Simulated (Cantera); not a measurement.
Input: 1 mol HI, 0.37 mol H2O, 2.9 mol H2, equilibrated at 1.00 Torr.

Cantera equilibrium calculation (NASA polynomials, part measured and part estimated; ideal gas, pure solids and liquids). Candidate condensed phases: H2O, I2; 12 gas species. The numbers say what is thermodynamically allowed, not how fast it happens.

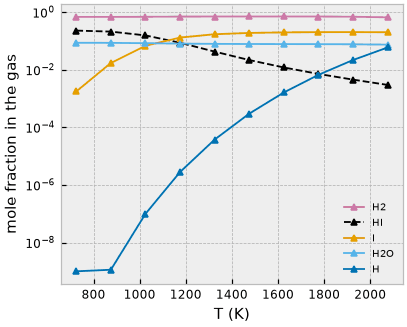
Fig. 1. Equilibrium gas composition (values under 1e-9 drawn at 1e-9)

From 725 K to 2075 K nothing is condensed.
